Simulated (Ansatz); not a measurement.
Consider Cd$_{3}$S$_{2}$.

The calculation's input:

```
crystal:
  lattice:
    - [1.9263622853, 1.112185784, 8.5560151824]
    - [-1.9263622853, 1.112185784, 8.5560151824]
    - [0.0, -2.2243715679, 8.5560151824]
  atoms:
    - { symbol: Cd, position: [0.0, 0.0, 0.0] }
    - { symbol: Cd, position: [0.2083473685, 0.2083473685, 0.2083473685] }
    - { symbol: Cd, position: [0.7916526315, 0.7916526315, 0.7916526315] }
    - { symbol: S, position: [0.3959782791, 0.3959782791, 0.3959782791] }
    - { symbol: S, position: [0.6040217209, 0.6040217209, 0.6040217209] }
basis:
  ecutwfc: 420
kpoints:
  mp_grid: { grid: [12, 12, 12] }
hamiltonian:
  xc: pbe
scf:
  occupations: { method: gaussian, width: 0.01 }
output:
  forces: true
  stress: true
  eigenvalues: true
  write_density: true
  write_potential: true
  elf: true
  volumetric_format: npy
relax:
  adjacent_minimum: "off"
  f_tol: 0.01
  max_steps: 80
  cell: { stress_tol: 0.05 }
```

Command:

```sh
ansatz run input.yaml --threads 1 --pin off --max-ram 2560MiB --backend cpu --events-out ev --progress --plain --runs-dir out
```

Below, planes, directions and counts refer to the conventional cell (a = 3.84 Å, b = 3.84 Å, c = 25.68 Å, α = 90.00°, β = 90.00°, γ = 120.00°).

The fields are those of the relaxed geometry.

Space group R-3m; started from the tetradymite_166 prototype, which need not be the ambient phase.

Method: Ansatz, DFT PBE, scalar-relativistic, plane waves, PAW.

> What can the converged valence pseudo-density and electron localisation function tell about the bonding?

Cd–S (2.74 Å): ρ at the midpoint is about 0.28 e/Å³; the ELF peaks at about 0.85 in the valence shell of S, 0.8 Å from its nucleus, and drops to about 0.15 between the two atoms.

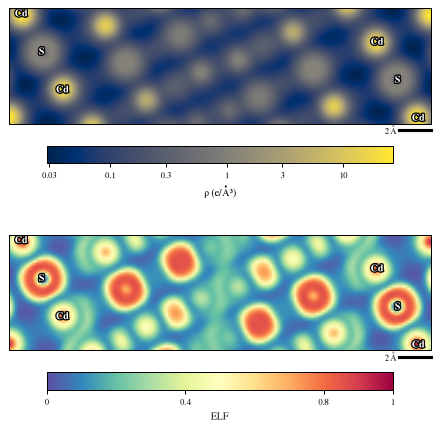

Computed valence pseudo-density and electron localisation function on the (111) plane of the conventional cell, in this order. Atoms just off the plane (Cd, 0.4 Å away and S, 0.5 Å away) can leave unmarked features too.
